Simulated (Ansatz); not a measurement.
# BH4 (doublet): B2PLYP, RPA-PBE over a scan of the distance H1–H2 along a hydrogen transfer, cc-pVTZ

Aim: run BH4 (doublet) with these functionals over a scan of the distance H1–H2 along a hydrogen transfer, and hold them against the top wave-function level at the same points.

Computed with Ansatz 0.2.0, Gaussian basis. Level: cc-pVTZ, all electrons in the functionals, frozen cores in the correlation of double hybrids and RPA.

To be run: B2PLYP, RPA-PBE, at 0.745 Å; 0.779 Å; 0.847 Å; 0.915 Å; 0.983 Å.

## 1. The geometry

The geometry derives from fragments relaxed apart (PBE0/def2-TZVP) and kept rigid, so it is no stationary point. A hydrogen atom is moved between rigid fragments.

5 atoms, charge 0, spin multiplicity 2.

Atoms are counted from 1 here; the program's logs count them from 0.

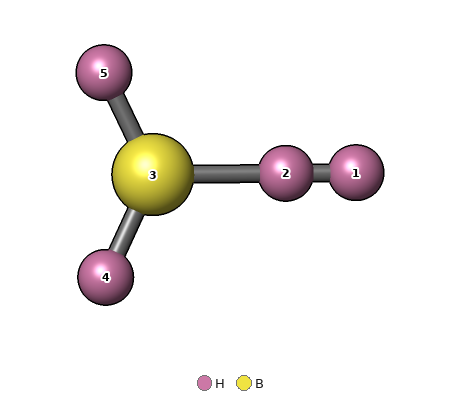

The geometry (hydrogen pink, boron yellow); atoms are numbered from 1 in the order of the file.

No dispersion term is added.

The geometry shown and the zero of energy belong to the point 0.745 Å. The yardstick, UCCSDT(Q), and other wave-function levels (R restricted, U unrestricted, valence and pair active spaces) come from earlier runs.

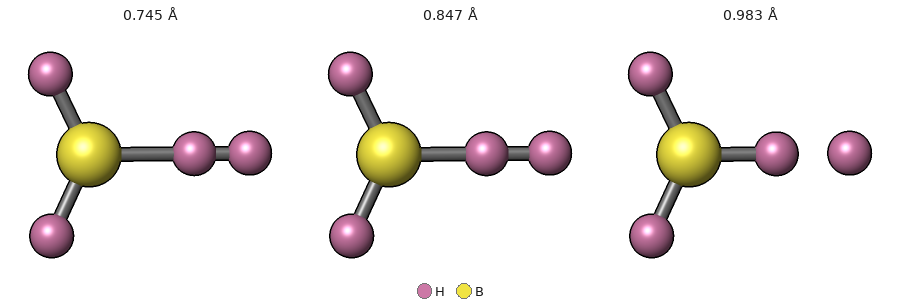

Three points of the scan; sticks are drawn by distance.

## 2. B2PLYP, 0.745 Å

The input, in.yaml:

```yaml
crystal:
  periodic: [false, false, false]
  atoms:
    - {symbol: H, position_ang: [-1.980320, 0.000000, 0.000000]}
    - {symbol: H, position_ang: [-1.235320, 0.000000, 0.000000]}
    - {symbol: B, position_ang: [0.172680, 0.000000, 0.000000]}
    - {symbol: H, position_ang: [0.681753, 0.000000, 1.077008]}
    - {symbol: H, position_ang: [0.681753, 0.000000, -1.077008]}
basis:
  gaussian: {orbitals: cc-pVTZ}
magnetization: {spin_polarized: true, initial_magnetization: 1}
hamiltonian: {xc: {name: B2PLYP}}
correlation: {electrons: outside_noble_gas}
```

Command:

```sh
> ansatz run in.yaml --threads 2 --pin off --events-out ev --progress --plain --max-ram 16896MiB --backend cuda --devices 0, --max-vram 18GiB
```

The log of the run:

```text
Functional definition: B2PLYP
  name "B2PLYP"
  cite "Grimme, J. Chem. Phys. 124, 034108 (2006) doi:10.1063/1.2148954"
  cite "Becke, Phys. Rev. A 38, 3098 (1988) doi:10.1103/PhysRevA.38.3098"
  cite "Lee, Yang & Parr, Phys. Rev. B 37, 785 (1988) doi:10.1103/PhysRevB.37.785"
  parameter a = 0.53
  parameter c = 0.27
  exchange = (1 - a)*b88_x + a*exact_x
  correlation = (1 - c)*lyp_c + c*(mp2_os + mp2_ss)
465 factors; integrals over basis functions are off by at most 1.6e-3 eV
mean field evaluation 1: about -734.4844 eV, gradient 7.0e0 eV
mean field evaluation 2: about -734.4802 eV, gradient 7.0e0 eV
mean field evaluation 4: about -734.8719 eV, gradient 7.7e-1 eV
mean field evaluation 8: about -734.8784 eV, gradient 1.3e-2 eV
mean field evaluation 16: about -734.8784 eV, gradient 8.2e-6 eV
mean field evaluation 32: about -734.8784 eV, gradient 5.4e-2 eV
mean field -734.87840069 eV, -27.0062831069 hartree, gradient 8.2e-6 eV, S^2 0.758498; 2 other end points of the search recorded, 0 dependent functions left out
1 core orbitals not correlated: weight in the atoms' cores, before any rotation towards them, 1.000 or more for the frozen orbitals, at most 0.000 for the correlated occupied ones
reference -734.87853293 eV, -27.0062879666 hartree; 4, 3 occupied and 81, 82 virtual orbitals, 465 factors
second order -4.14932880 eV of doubles, -0.00000000 eV of singles
Total energy: -735.99885170 eV, -27.0474589222 hartree
```

Run time: 2.1 s. Hardware: 1 × H100 (card shared with other runs) with 2 threads of AMD EPYC 7R13, shared host; peak host memory 0.79 GiB.

From the report: ⟨S²⟩ of the determinant 0.758 (pure doublet: 0.75).

## 3. B2PLYP, 0.779 Å

The input, in.yaml:

```yaml
crystal:
  periodic: [false, false, false]
  atoms:
    - {symbol: H, position_ang: [-1.982629, 0.000000, 0.000000]}
    - {symbol: H, position_ang: [-1.203629, 0.000000, 0.000000]}
    - {symbol: B, position_ang: [0.170371, 0.000000, 0.000000]}
    - {symbol: H, position_ang: [0.679444, 0.000000, 1.077008]}
    - {symbol: H, position_ang: [0.679444, 0.000000, -1.077008]}
basis:
  gaussian: {orbitals: cc-pVTZ}
magnetization: {spin_polarized: true, initial_magnetization: 1}
hamiltonian: {xc: {name: B2PLYP}}
correlation: {electrons: outside_noble_gas}
```

Same command.

The log of the run (excerpt; [...] marks lines left out):

```text
Functional definition: B2PLYP
  name "B2PLYP"
  cite "Grimme, J. Chem. Phys. 124, 034108 (2006) doi:10.1063/1.2148954"
  cite "Becke, Phys. Rev. A 38, 3098 (1988) doi:10.1103/PhysRevA.38.3098"
  cite "Lee, Yang & Parr, Phys. Rev. B 37, 785 (1988) doi:10.1103/PhysRevB.37.785"
[...]
465 factors; integrals over basis functions are off by at most 1.9e-3 eV
[...]
mean field -734.94236436 eV, -27.0086337286 hartree, gradient 8.5e-6 eV, S^2 0.758847; 2 other end points of the search recorded, 0 dependent functions left out
1 core orbitals not correlated: weight in the atoms' cores, before any rotation towards them, 1.000 or more for the frozen orbitals, at most 0.000 for the correlated occupied ones
reference -734.94249737 eV, -27.0086386164 hartree; 4, 3 occupied and 81, 82 virtual orbitals, 465 factors
second order -4.15624489 eV of doubles, -0.00000000 eV of singles
Total energy: -736.06468349 eV, -27.0498781957 hartree
```

Run time: 1.6 s. Hardware: 1 × H100 (card shared with other runs) with 2 threads of AMD EPYC 7R13, shared host; peak host memory 0.79 GiB.

From the report: ⟨S²⟩ of the determinant 0.759 (pure doublet: 0.75).

From 0.745 Å: -1.5 kcal/mol.

## 4. B2PLYP, 0.847 Å

The input, in.yaml:

```yaml
crystal:
  periodic: [false, false, false]
  atoms:
    - {symbol: H, position_ang: [-1.987247, 0.000000, 0.000000]}
    - {symbol: H, position_ang: [-1.140247, 0.000000, 0.000000]}
    - {symbol: B, position_ang: [0.165753, 0.000000, 0.000000]}
    - {symbol: H, position_ang: [0.674826, 0.000000, 1.077008]}
    - {symbol: H, position_ang: [0.674826, 0.000000, -1.077008]}
basis:
  gaussian: {orbitals: cc-pVTZ}
magnetization: {spin_polarized: true, initial_magnetization: 1}
hamiltonian: {xc: {name: B2PLYP}}
correlation: {electrons: outside_noble_gas}
```

Launched as before.

The log of the run (excerpt; [...] marks lines left out):

```text
Functional definition: B2PLYP
  name "B2PLYP"
  cite "Grimme, J. Chem. Phys. 124, 034108 (2006) doi:10.1063/1.2148954"
  cite "Becke, Phys. Rev. A 38, 3098 (1988) doi:10.1103/PhysRevA.38.3098"
  cite "Lee, Yang & Parr, Phys. Rev. B 37, 785 (1988) doi:10.1103/PhysRevB.37.785"
[...]
469 factors; integrals over basis functions are off by at most 1.8e-3 eV
[...]
mean field -735.02763779 eV, -27.0117674691 hartree, gradient 7.5e-6 eV, S^2 0.758737; 2 other end points of the search recorded, 0 dependent functions left out
1 core orbitals not correlated: weight in the atoms' cores, before any rotation towards them, 1.000 or more for the frozen orbitals, at most 0.000 for the correlated occupied ones
reference -735.02777196 eV, -27.0117723998 hartree; 4, 3 occupied and 81, 82 virtual orbitals, 469 factors
second order -4.15324210 eV of doubles, -0.00000000 eV of singles
Total energy: -736.14914733 eV, -27.0529821844 hartree
```

Run time: 1.2 s. Hardware: 1 × H100 (card shared with other runs) with 2 threads of AMD EPYC 7R13, shared host; peak host memory 0.79 GiB.

From the report: ⟨S²⟩ of the determinant 0.759 (pure doublet: 0.75).

From 0.745 Å: -3.5 kcal/mol.

## 5. B2PLYP, 0.915 Å

The input, in.yaml:

```yaml
crystal:
  periodic: [false, false, false]
  atoms:
    - {symbol: H, position_ang: [-1.991865, 0.000000, 0.000000]}
    - {symbol: H, position_ang: [-1.076865, 0.000000, 0.000000]}
    - {symbol: B, position_ang: [0.161135, 0.000000, 0.000000]}
    - {symbol: H, position_ang: [0.670208, 0.000000, 1.077008]}
    - {symbol: H, position_ang: [0.670209, 0.000000, -1.077008]}
basis:
  gaussian: {orbitals: cc-pVTZ}
magnetization: {spin_polarized: true, initial_magnetization: 1}
hamiltonian: {xc: {name: B2PLYP}}
correlation: {electrons: outside_noble_gas}
```

The command is unchanged.

The log of the run (excerpt; [...] marks lines left out):

```text
Functional definition: B2PLYP
  name "B2PLYP"
  cite "Grimme, J. Chem. Phys. 124, 034108 (2006) doi:10.1063/1.2148954"
  cite "Becke, Phys. Rev. A 38, 3098 (1988) doi:10.1103/PhysRevA.38.3098"
  cite "Lee, Yang & Parr, Phys. Rev. B 37, 785 (1988) doi:10.1103/PhysRevB.37.785"
[...]
469 factors; integrals over basis functions are off by at most 1.6e-3 eV
[...]
mean field -735.07134658 eV, -27.0133737374 hartree, gradient 4.6e-6 eV, S^2 0.757692; 2 other end points of the search recorded, 0 dependent functions left out
1 core orbitals not correlated: weight in the atoms' cores, before any rotation towards them, 1.000 or more for the frozen orbitals, at most 0.000 for the correlated occupied ones
reference -735.07148120 eV, -27.0133786846 hartree; 4, 3 occupied and 81, 82 virtual orbitals, 469 factors
second order -4.12984035 eV of doubles, -0.00000000 eV of singles
Total energy: -736.18653809 eV, -27.0543562697 hartree
```

Run time: 1.4 s. Hardware: 1 × H100 (card shared with other runs) with 2 threads of AMD EPYC 7R13, shared host; peak host memory 0.79 GiB.

From the report: ⟨S²⟩ of the determinant 0.758 (pure doublet: 0.75).

From 0.745 Å: -4.3 kcal/mol.

## 6. B2PLYP, 0.983 Å

The input, in.yaml:

```yaml
crystal:
  periodic: [false, false, false]
  atoms:
    - {symbol: H, position_ang: [-1.996482, 0.000000, 0.000000]}
    - {symbol: H, position_ang: [-1.013482, 0.000000, 0.000000]}
    - {symbol: B, position_ang: [0.156518, 0.000000, 0.000000]}
    - {symbol: H, position_ang: [0.665591, 0.000000, 1.077009]}
    - {symbol: H, position_ang: [0.665591, 0.000000, -1.077008]}
basis:
  gaussian: {orbitals: cc-pVTZ}
magnetization: {spin_polarized: true, initial_magnetization: 1}
hamiltonian: {xc: {name: B2PLYP}}
correlation: {electrons: outside_noble_gas}
```

Same command.

The log of the run (excerpt; [...] marks lines left out):

```text
Functional definition: B2PLYP
  name "B2PLYP"
  cite "Grimme, J. Chem. Phys. 124, 034108 (2006) doi:10.1063/1.2148954"
  cite "Becke, Phys. Rev. A 38, 3098 (1988) doi:10.1103/PhysRevA.38.3098"
  cite "Lee, Yang & Parr, Phys. Rev. B 37, 785 (1988) doi:10.1103/PhysRevB.37.785"
[...]
470 factors; integrals over basis functions are off by at most 1.4e-3 eV
[...]
mean field -735.06178624 eV, -27.0130224014 hartree, gradient 3.0e-6 eV, S^2 0.756243; 2 other end points of the search recorded, 0 dependent functions left out
1 core orbitals not correlated: weight in the atoms' cores, before any rotation towards them, 1.000 or more for the frozen orbitals, at most 0.000 for the correlated occupied ones
reference -735.06192066 eV, -27.0130273414 hartree; 4, 3 occupied and 81, 82 virtual orbitals, 470 factors
second order -4.09266242 eV of doubles, -0.00000000 eV of singles
Total energy: -736.16693951 eV, -27.0536360352 hartree
```

Wall time 1.3 s (1 × H100 (card shared with other runs) with 2 threads of AMD EPYC 7R13, shared host); peak host memory 0.8 GiB.

From the report: ⟨S²⟩ of the determinant 0.756 (pure doublet: 0.75).

From 0.745 Å: -3.9 kcal/mol.

## 7. RPA-PBE, 0.745 Å

The input, in.yaml:

```yaml
crystal:
  periodic: [false, false, false]
  atoms:
    - {symbol: H, position_ang: [-1.980320, 0.000000, 0.000000]}
    - {symbol: H, position_ang: [-1.235320, 0.000000, 0.000000]}
    - {symbol: B, position_ang: [0.172680, 0.000000, 0.000000]}
    - {symbol: H, position_ang: [0.681753, 0.000000, 1.077008]}
    - {symbol: H, position_ang: [0.681753, 0.000000, -1.077008]}
basis:
  gaussian: {orbitals: cc-pVTZ}
magnetization: {spin_polarized: true, initial_magnetization: 1}
hamiltonian: {xc: {name: PBE}}
correlation: {method: rpa, electrons: outside_noble_gas}
```

Same command.

The log of the run (excerpt; [...] marks lines left out):

```text
Functional definition: PBE
  name "PBE"
  cite "Perdew, Burke & Ernzerhof, Phys. Rev. Lett. 77, 3865 (1996) doi:10.1103/PhysRevLett.77.3865"
  parent pbe
[...]
465 factors; integrals over basis functions are off by at most 1.6e-3 eV
[...]
mean field -735.48554639 eV, -27.0285953000 hartree, gradient 2.1e-6 eV, S^2 0.753874; 9 other end points of the search recorded, 0 dependent functions left out
1 core orbitals not correlated: weight in the atoms' cores, before any rotation towards them, 1.000 or more for the frozen orbitals, at most 0.000 for the correlated occupied ones
reference -730.09913601 eV, -26.8306483692 hartree; 4, 3 occupied and 81, 82 virtual orbitals, 465 factors
Total energy: -737.97065403 eV, -27.1199213212 hartree
```

Wall time 3.3 s (1 × H100 (card shared with other runs) with 2 threads of AMD EPYC 7R13, shared host); peak host memory 0.89 GiB.

From the report: ⟨S²⟩ of the determinant 0.754 (pure doublet: 0.75).

## 8. RPA-PBE, 0.779 Å

The input, in.yaml:

```yaml
crystal:
  periodic: [false, false, false]
  atoms:
    - {symbol: H, position_ang: [-1.982629, 0.000000, 0.000000]}
    - {symbol: H, position_ang: [-1.203629, 0.000000, 0.000000]}
    - {symbol: B, position_ang: [0.170371, 0.000000, 0.000000]}
    - {symbol: H, position_ang: [0.679444, 0.000000, 1.077008]}
    - {symbol: H, position_ang: [0.679444, 0.000000, -1.077008]}
basis:
  gaussian: {orbitals: cc-pVTZ}
magnetization: {spin_polarized: true, initial_magnetization: 1}
hamiltonian: {xc: {name: PBE}}
correlation: {method: rpa, electrons: outside_noble_gas}
```

Same command.

The log of the run (excerpt; [...] marks lines left out):

```text
Functional definition: PBE
  name "PBE"
  cite "Perdew, Burke & Ernzerhof, Phys. Rev. Lett. 77, 3865 (1996) doi:10.1103/PhysRevLett.77.3865"
  parent pbe
[...]
465 factors; integrals over basis functions are off by at most 1.9e-3 eV
[...]
mean field -735.53938996 eV, -27.0305740145 hartree, gradient 1.4e-6 eV, S^2 0.754395; 8 other end points of the search recorded, 0 dependent functions left out
1 core orbitals not correlated: weight in the atoms' cores, before any rotation towards them, 1.000 or more for the frozen orbitals, at most 0.000 for the correlated occupied ones
reference -730.13405212 eV, -26.8319315126 hartree; 4, 3 occupied and 81, 82 virtual orbitals, 465 factors
Total energy: -738.01833134 eV, -27.1216734298 hartree
```

It took 2.4 s on 1 × H100 (card shared with other runs) with 2 threads of AMD EPYC 7R13, shared host; peak host memory 0.9 GiB.

From the report: ⟨S²⟩ of the determinant 0.754 (pure doublet: 0.75).

From 0.745 Å: -1.1 kcal/mol.

## 9. RPA-PBE, 0.847 Å

The input, in.yaml:

```yaml
crystal:
  periodic: [false, false, false]
  atoms:
    - {symbol: H, position_ang: [-1.987247, 0.000000, 0.000000]}
    - {symbol: H, position_ang: [-1.140247, 0.000000, 0.000000]}
    - {symbol: B, position_ang: [0.165753, 0.000000, 0.000000]}
    - {symbol: H, position_ang: [0.674826, 0.000000, 1.077008]}
    - {symbol: H, position_ang: [0.674826, 0.000000, -1.077008]}
basis:
  gaussian: {orbitals: cc-pVTZ}
magnetization: {spin_polarized: true, initial_magnetization: 1}
hamiltonian: {xc: {name: PBE}}
correlation: {method: rpa, electrons: outside_noble_gas}
```

Same command.

The log of the run (excerpt; [...] marks lines left out):

```text
Functional definition: PBE
  name "PBE"
  cite "Perdew, Burke & Ernzerhof, Phys. Rev. Lett. 77, 3865 (1996) doi:10.1103/PhysRevLett.77.3865"
  parent pbe
[...]
469 factors; integrals over basis functions are off by at most 1.8e-3 eV
[...]
mean field -735.58883521 eV, -27.0323910940 hartree, gradient 2.5e-6 eV, S^2 0.755198; 9 other end points of the search recorded, 0 dependent functions left out
1 core orbitals not correlated: weight in the atoms' cores, before any rotation towards them, 1.000 or more for the frozen orbitals, at most 0.000 for the correlated occupied ones
reference -730.24443267 eV, -26.8359879232 hartree; 4, 3 occupied and 81, 82 virtual orbitals, 469 factors
Total energy: -738.07118791 eV, -27.1236158732 hartree
```

It took 2.7 s on 1 × H100 (card shared with other runs) with 2 threads of AMD EPYC 7R13, shared host; peak host memory 0.89 GiB.

From the report: ⟨S²⟩ of the determinant 0.755 (pure doublet: 0.75).

From 0.745 Å: -2.3 kcal/mol.

## 10. RPA-PBE, 0.915 Å

The input, in.yaml:

```yaml
crystal:
  periodic: [false, false, false]
  atoms:
    - {symbol: H, position_ang: [-1.991865, 0.000000, 0.000000]}
    - {symbol: H, position_ang: [-1.076865, 0.000000, 0.000000]}
    - {symbol: B, position_ang: [0.161135, 0.000000, 0.000000]}
    - {symbol: H, position_ang: [0.670208, 0.000000, 1.077008]}
    - {symbol: H, position_ang: [0.670209, 0.000000, -1.077008]}
basis:
  gaussian: {orbitals: cc-pVTZ}
magnetization: {spin_polarized: true, initial_magnetization: 1}
hamiltonian: {xc: {name: PBE}}
correlation: {method: rpa, electrons: outside_noble_gas}
```

The command is unchanged.

The log of the run (excerpt; [...] marks lines left out):

```text
Functional definition: PBE
  name "PBE"
  cite "Perdew, Burke & Ernzerhof, Phys. Rev. Lett. 77, 3865 (1996) doi:10.1103/PhysRevLett.77.3865"
  parent pbe
[...]
469 factors; integrals over basis functions are off by at most 1.6e-3 eV
[...]
mean field -735.59125051 eV, -27.0324798544 hartree, gradient 3.1e-7 eV, S^2 0.753507; 8 other end points of the search recorded, 0 dependent functions left out
1 core orbitals not correlated: weight in the atoms' cores, before any rotation towards them, 1.000 or more for the frozen orbitals, at most 0.000 for the correlated occupied ones
reference -730.47316503 eV, -26.8443936824 hartree; 4, 3 occupied and 81, 82 virtual orbitals, 469 factors
Total energy: -738.11218435 eV, -27.1251224644 hartree
```

Run time: 3 s. Hardware: 1 × H100 (card shared with other runs) with 2 threads of AMD EPYC 7R13, shared host; peak host memory 0.9 GiB.

From the report: ⟨S²⟩ of the determinant 0.754 (pure doublet: 0.75).

From 0.745 Å: -3.3 kcal/mol.

## 11. RPA-PBE, 0.983 Å

The input, in.yaml:

```yaml
crystal:
  periodic: [false, false, false]
  atoms:
    - {symbol: H, position_ang: [-1.996482, 0.000000, 0.000000]}
    - {symbol: H, position_ang: [-1.013482, 0.000000, 0.000000]}
    - {symbol: B, position_ang: [0.156518, 0.000000, 0.000000]}
    - {symbol: H, position_ang: [0.665591, 0.000000, 1.077009]}
    - {symbol: H, position_ang: [0.665591, 0.000000, -1.077008]}
basis:
  gaussian: {orbitals: cc-pVTZ}
magnetization: {spin_polarized: true, initial_magnetization: 1}
hamiltonian: {xc: {name: PBE}}
correlation: {method: rpa, electrons: outside_noble_gas}
```

Launched as before.

The log of the run (excerpt; [...] marks lines left out):

```text
Functional definition: PBE
  name "PBE"
  cite "Perdew, Burke & Ernzerhof, Phys. Rev. Lett. 77, 3865 (1996) doi:10.1103/PhysRevLett.77.3865"
  parent pbe
[...]
470 factors; integrals over basis functions are off by at most 1.4e-3 eV
[...]
mean field -735.54173502 eV, -27.0306601938 hartree, gradient 2.3e-6 eV, S^2 0.752605; 6 other end points of the search recorded, 0 dependent functions left out
1 core orbitals not correlated: weight in the atoms' cores, before any rotation towards them, 1.000 or more for the frozen orbitals, at most 0.000 for the correlated occupied ones
reference -730.52871317 eV, -26.8464350387 hartree; 4, 3 occupied and 81, 82 virtual orbitals, 470 factors
Total energy: -738.08281308 eV, -27.1240430903 hartree
```

It took 2.2 s on 1 × H100 (card shared with other runs) with 2 threads of AMD EPYC 7R13, shared host; peak host memory 0.9 GiB.

From the report: ⟨S²⟩ of the determinant 0.753 (pure doublet: 0.75).

From 0.745 Å: -2.6 kcal/mol.

## 12. Against the wave-function levels

The yardstick is UCCSDT(Q), where the cluster series has nearly closed. It comes from earlier runs at the same points. Energies in kcal/mol, counted from 0.745 Å; blanks weren't run or aren't comparable.

```
    level  0.745 Å  0.779 Å  0.847 Å  0.915 Å  0.983 Å
UCCSDT(Q)      0.0     -1.5     -3.4     -4.2     -3.8
   B2PLYP      0.0     -1.5     -3.5     -4.3     -3.9
  RPA-PBE      0.0     -1.1     -2.3     -3.3     -2.6
```

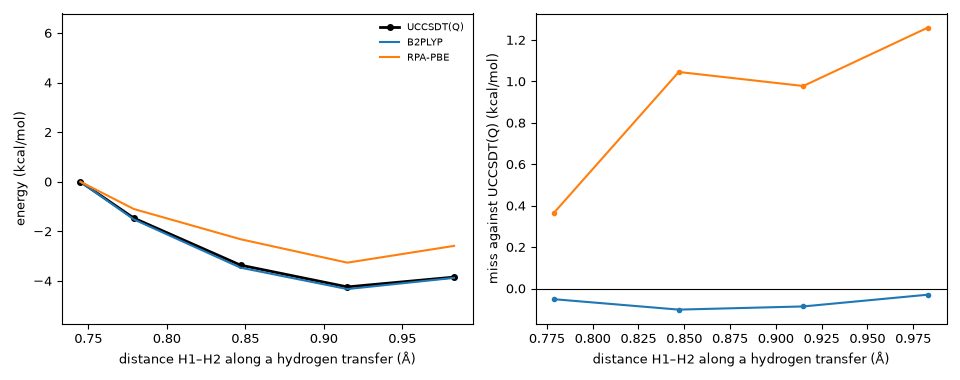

Left: the curves (the axis may cut off levels that run far away). Right: misses against UCCSDT(Q), in the same colours.

Largest miss and mean time a point (UCCSDT(Q) took 5.4 s a point; shared hosts):

```
  level  largest miss (kcal/mol)    where  time a point
 B2PLYP                     -0.1  0.847 Å         1.5 s
RPA-PBE                     +1.3  0.983 Å         2.7 s
```

## 13. Results

| quantity | value |
| --- | --- |
| span of the UCCSDT(Q) curve | 4.2 kcal/mol |
| largest miss, B2PLYP | -0.1 kcal/mol (0.847 Å) |
| largest miss, RPA-PBE | +1.3 kcal/mol (0.983 Å) |

In words: Of the functionals, B2PLYP keep the smallest largest miss at the points compared (at most 0.1 kcal/mol) and RPA-PBE strays most (1.3 kcal/mol, at 0.983 Å). Functionals and the yardstick converge differently with the basis, so part of each miss in cc-pVTZ is the basis.
